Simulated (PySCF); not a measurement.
# C5H10O2Si: the cost of one run

Computed with PySCF 2.14.0 and routines of our own; the level stands in each step. Atoms count from 0.

### Step 1. The starting structure

18 atoms, charge 0, multiplicity 1; geometry from: GFN2-xTB.

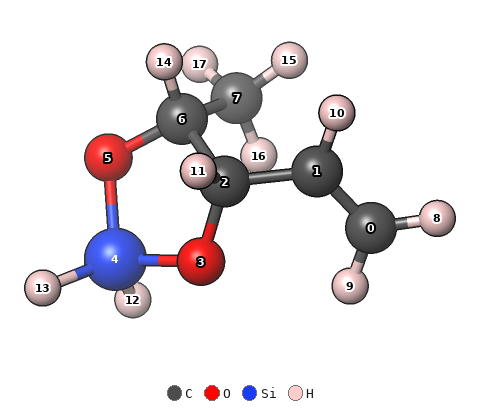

The starting geometry (carbon dark grey, oxygen red, silicon blue, hydrogen pink).

### Step 2. Circular dichroism and optical rotation: TDDFT wB97X-D/def2-SVPD

Job settings and geometry (Å):

```
{"job": {"kind": "ecd", "xc": "wB97X-D", "basis": "def2-SVPD", "nstates": 8}, "charge": 0, "multiplicity": 1}
C      2.292430     0.217535    -1.156579
C      1.686006     0.064795     0.004705
C      0.418230    -0.705506     0.199639
O      0.015547    -1.375684    -0.965670
Si    -1.615086    -1.444154    -1.086080
O     -1.938060    -0.473535     0.193796
C     -0.782644     0.184846     0.639217
C     -0.722153     1.582740     0.038016
H      3.210300     0.771335    -1.251737
H      1.887311    -0.223583    -2.050966
H      2.085014     0.490413     0.915992
H      0.584101    -1.460423     0.984166
H     -1.989507    -0.868083    -2.367436
H     -2.156159    -2.754980    -0.771306
H     -0.834272     0.244698     1.732422
H      0.084711     2.160249     0.479983
H     -0.566791     1.508076    -1.035809
H     -1.667736     2.087579     0.221231
```

With the program's defaults for keys left out, this is: TDDFT wB97X-D/def2-SVPD circular dichroism and optical rotation, one conformer, gas phase.

Command:

```sh
$ OMP_NUM_THREADS=1 python excited_run.py task.json out
```

This one command runs all jobs of the session in turn.

Q: Estimate the wall time and peak memory of this job on 1 thread of Arm Neoverse V2, shared host.

About 1.7 min, with a peak of 1.1 GiB.
